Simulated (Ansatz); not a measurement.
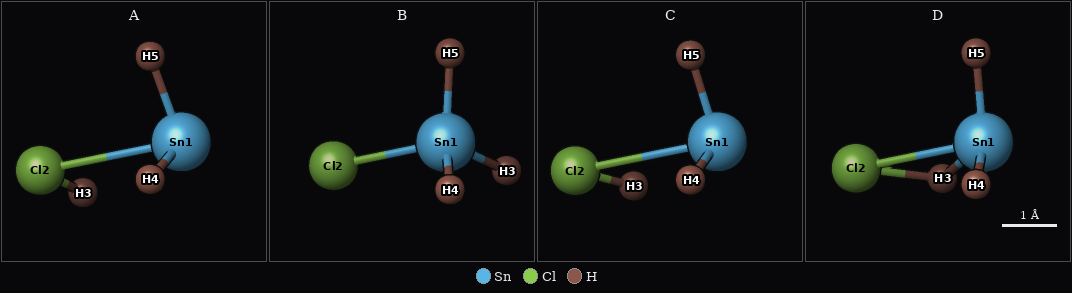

4 geometries from a converged minimum-energy path of SnH$_{3}$Cl, shuffled. A ball-and-stick model, seen at a tilt.

Theory: RKS PBE0/def2-SVP in Ansatz 0.2.0. Settings: 7 movable images; climbing image; force threshold 0.05 eV/Å; iteration limit 60; starting path through a guess of the saddle point.

One of them is the converged climbing image. Which?

Answer. D. In order along the path, whose images run from 0 to 8: B (image 0, 0.00 eV), D (image 4, +1.99 eV), C (image 6, +1.52 eV), A (image 7, +1.43 eV). A hydrogen atom shifts from one atom to another. Breaking: Sn1–H3 (1.71 → 1.81 at the top → 3.35 Å). Forming: Cl2–H3 (3.27 → 1.69 at the top → 1.29 Å).

The run took 3.1 min on 1 thread of Arm Neoverse N1 (shared host), peak memory 0.12 GiB.
